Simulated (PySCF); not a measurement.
## Electronic structure of C$_{2}$H$_{14}$Si$_{5}$ in real space

Input

```
{"job": {"kind": "nmr", "xc": "PBE0", "basis": "pcSseg-1"}, "charge": 0, "multiplicity": 1}
C     -1.464084     2.781202    -0.458212
C     -2.160802     1.656765    -0.416293
Si    -1.904307     0.286416     0.847395
Si    -0.482496    -1.331543    -0.056430
Si     0.055229    -3.027403     1.438402
Si     1.423723    -0.335482    -0.986613
Si     2.690245     0.870853     0.522018
H     -0.711983     3.005402     0.281765
H     -1.609848     3.535585    -1.217117
H     -2.903964     1.486843    -1.186996
H     -3.239326    -0.194976     1.229328
H     -1.316465     0.889704     2.051400
H     -1.232188    -1.977491    -1.162441
H      0.905171    -4.063572     0.847901
H      0.799182    -2.485444     2.578743
H     -1.107801    -3.721447     1.994595
H      1.040552     0.529376    -2.114621
H      2.268122    -1.359711    -1.626532
H      3.057937     0.043327     1.675147
H      1.942202     2.013312     1.054761
H      3.941980     1.415227    -0.006454
```

Run with:

```sh
OMP_NUM_THREADS=1 python probes_run.py task.json out
```

Geometry: GFN2-xTB.

The calculation used PBE0/pcSseg-1, SCF density, gas phase, non-relativistic (PySCF).

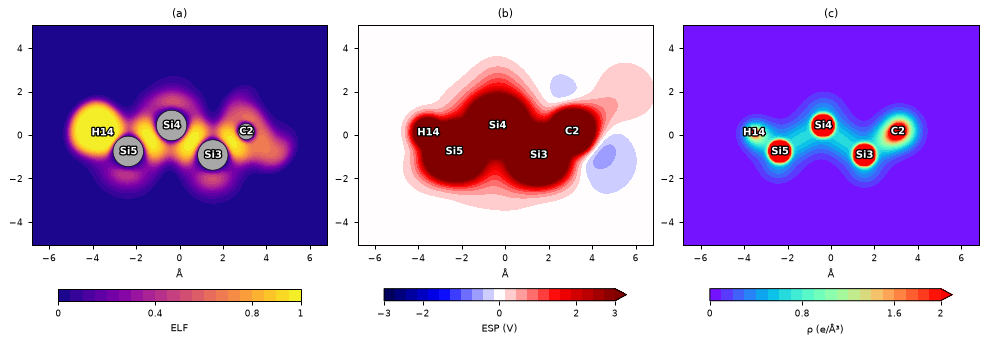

Figure 1. (a) electron localisation function; (b) electrostatic potential; (c) total electron density on the plane of atoms Si4, Si5 and H14. Grey discs cover the atomic cores in the ELF map.

Q: Describe what can be read from this map.

A: Atoms in the plane: C, Si and H. C–Si (1.88 Å): the density is about 0.93 e/Å³ at the midpoint; the ELF peaks at about 0.95 between the atoms, as expected for localised, covalent bonding. Si–Si (2.34 Å): the density is about 0.63 e/Å³ at the midpoint; the ELF peaks at about 1 between the atoms: a covalent bond. Si–H (1.46 Å): the density is about 0.79 e/Å³ at the midpoint; the ELF climbs to about 1 towards the hydrogen, as it does in any bond to H. Outside the dense part of the molecule the potential is most negative (−0.6 V) near C2.

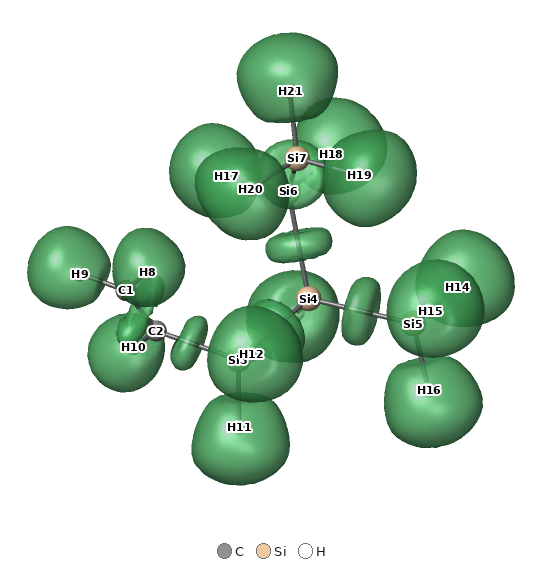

Figure 2. Isosurface of the ELF at 0.85 (green), seen at a tilt. Core shells and regions of very low density are left out.

Q: What do the ELF domains correspond to?

A: The surface consists of one region between bonded C–C atoms (shared pairs), one region between bonded C–Si atoms (shared pairs), four regions between bonded Si–Si atoms (shared pairs) and 14 regions around hydrogen nuclei. Along the contacts the grid gives the following. C–C (1.32 Å): the ELF peaks at about 0.95 between the atoms; a short, multiple covalent bond.

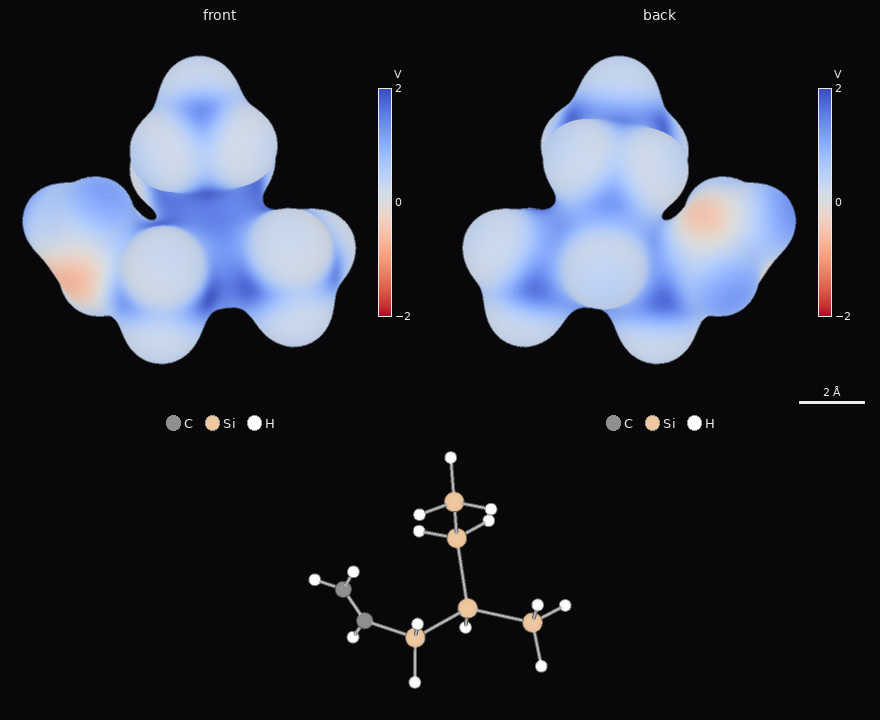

Figure 3. The molecular electrostatic potential painted on the density surface at 0.004 e/bohr³, seen from the front and from behind; the colour scale runs from red (negative) to blue (positive). The bare structure is drawn below in the same view.

Q: Which sites attract a positive test charge, and which a negative one?

A: A positive charge is drawn to the negative regions and a negative charge to the positive ones. The most negative region (about −0.5 V) lies over the π face of C1 and C2, the most positive (about +1.7 V) over Si3, Si5 and Si7.

Q: What dipole moment does the calculation give?

A: Its dipole moment is 0.80 D.
